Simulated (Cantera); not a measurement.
Input: 1 mol SiH2Cl2, a varied amount of H2, held at 925 K and 1.30 bar.

Cantera equilibrium calculation (NASA polynomials, part measured and part estimated; ideal gas, pure solids and liquids). Candidate condensed phases: Si; 19 gas species. The tables' values for SiCl3 are old estimates; treat these amounts as uncertain. The numbers say what is thermodynamically allowed, not how fast it happens.

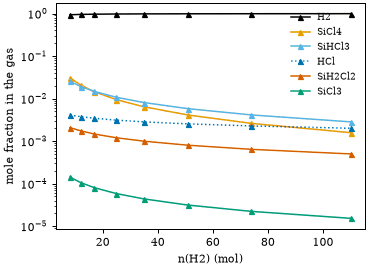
*Equilibrium gas composition (values under 1e-9 drawn at 1e-9)*

Problem. Read off the mole fractions at 12 mol H2.

Solution. H2 about 0.95, SiCl4 about 0.021, SiHCl3 about 0.019, HCl about 0.0038, SiH2Cl2 about 0.0017, SiCl3 about 0.00011.
